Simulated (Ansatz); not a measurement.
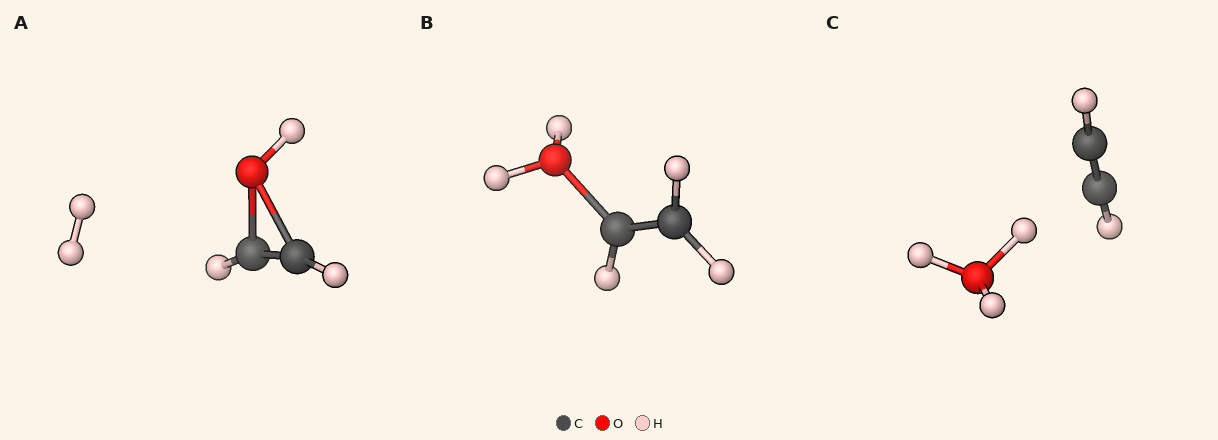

3 stationary structures of one formula. The species has charge +1 and is a spin singlet. Geometries: PBE-D4/def2-SVP. Electronic energies: PBE-D4/def2-SVP (Ansatz 0.2.0), without zero-point energy. No frequency run is at hand to confirm each as a minimum. Each is one conformer, not always the lowest.

Question: Rank them by energy, lowest first.

Answer: B is lowest; C lies 0.935 eV above it (Cs), A lies 3.602 eV above it (C1).
